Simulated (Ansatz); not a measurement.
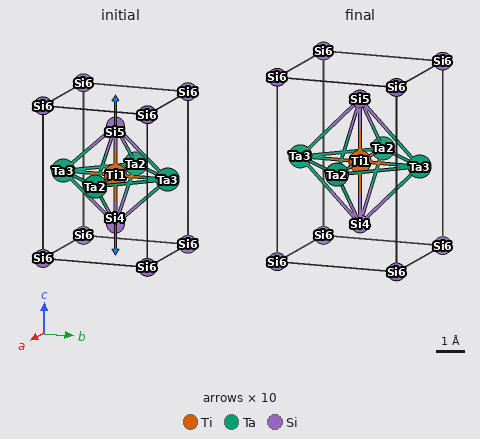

The structure of crystalline Ta₂TiSi₃ (a generated structure, set up in P4/mmm) (coarse preliminary run) before (left) and after (right) a relaxation, at one scale. The blue arrows give the displacements (the part carried along by the change of the cell is left out), magnified 10 times.

Style: ball-and-stick. Shown: the cell of the calculation, slightly off an axis.

These are results of DFT PBE, scalar-relativistic, plane waves, PAW (Ansatz), not measurements.

The input:
```yaml
crystal:
  lattice:
    - [4.02052062, 0.0, 0.0]
    - [0.0, 4.02052062, 0.0]
    - [0.0, 0.0, 5.61781077]
  atoms:
    - { symbol: Ti, position: [0.5, 0.5, 0.5] }
    - { symbol: Ta, position: [0.0, 0.5, 0.5] }
    - { symbol: Ta, position: [0.5, 0.0, 0.5] }
    - { symbol: Si, position: [0.5, 0.5, 0.17848061] }
    - { symbol: Si, position: [0.5, 0.5, 0.82151939] }
    - { symbol: Si, position: [0.0, 0.0, 0.0] }
basis:
  ecutwfc: 420
kpoints:
  mp_grid: { grid: [4, 4, 4] }
hamiltonian:
  xc: pbe
scf:
  occupations: { method: gaussian, width: 0.1 }
  lower_state_search: "off"
output:
  forces: true
  stress: true
  eigenvalues: true
relax:
  adjacent_minimum: "off"
  f_tol: 0.04
  max_steps: 70
  cell: { stress_tol: 0.4 }
```

Run as
```bash
ansatz run input.yaml --threads 1 --pin off --max-ram 2560MiB --backend cpu --events-out ev --progress --plain --runs-dir out
```

### Summarise the run.

The largest moves relative to the cell, 0.12 Å, are those of Si4 and Si5. Si5 goes along +c. Ta and Ti stay in place. The drawn cell changes as follows: a = b 4.021 → 4.590 Å (+14.2 %), c 5.618 → 6.786 Å (+20.8 %); the volume changes by +57.4 %. Among the contacts that change: Ta2–Si4 2.703 → 3.248 Å, Ti1–Si4 1.806 → 2.299 Å, Si4–Si6 3.015 → 3.425 Å, Ta2–Ta3 2.843 → 3.246 Å. Bond angles that change, for instance: Ta2–Si4–Ta2 96.1° → 89.9°, Ta2–Si4–Ta3 63.5° → 59.9°, Ta2–Si4–Si5 131.9° → 135.0°. The space group stays P4/mmm (No. 123). Over 6 accepted moves (8 points after the start) the energy falls by 1784 meV per atom. The largest force component goes from 8.6 to 0.0055 eV/Å. Pressure: 85.49 GPa at the start and 0.11 GPa at the end. At 2 points the geometry stayed and the basis and grid were re-selected for the new cell (energy shift of 19.3 meV per atom at most each time).

Limits of the set-up: the k-point mesh is coarse for a cell with partly filled bands.
